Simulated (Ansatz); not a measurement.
# How basis sets differ on C2H4ClSi (SMILES C=C[SiH]Cl)

C2H4ClSi: 8 atoms, total charge 0, spin state doublet. SMILES: `C=C[SiH]Cl`. The coordinates come from a PBE0-D4/def2-TZVP relaxation.

| atom | x (Å) | y (Å) | z (Å) |
| --- | --- | --- | --- |
| C | 0.6470 | 1.0270 | -0.6597 |
| C | 0.6285 | -0.0667 | 0.1054 |
| Si | -0.9036 | -0.6426 | 0.9471 |
| Cl | -1.0316 | -2.6979 | 0.9413 |
| H | -0.2569 | 1.5882 | -0.8806 |
| H | 1.5639 | 1.4049 | -1.1025 |
| H | 1.5613 | -0.5910 | 0.3016 |
| H | -2.1163 | -0.0791 | 0.2915 |

Each level gives the dipole moment (D). The values are calculated.

```
       level          kind  program  value (D)  CPU time
  UHF/STO-3G  Hartree–Fock   Ansatz       3.15     1.5 s
   UHF/3-21G  Hartree–Fock   Ansatz       3.49     2.8 s
UHF/def2-SVP  Hartree–Fock   Ansatz       2.20      11 s
UHF/6-311G**  Hartree–Fock   Ansatz       2.66      17 s
```

The values span 2.20 to 3.49 D. Spin contamination of the reference (⟨S²⟩ at least 0.1 too high) touches UHF/STO-3G, UHF/3-21G, UHF/def2-SVP, UHF/6-311G**. Sets without polarisation functions give poor dipoles. Times are those of the runs behind each value, whatever else they computed, on shared processors of several kinds: orders of magnitude only.

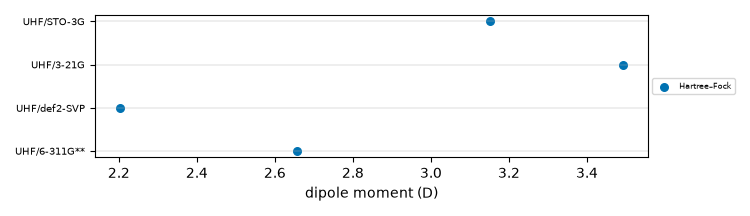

The values of the table, level by level.
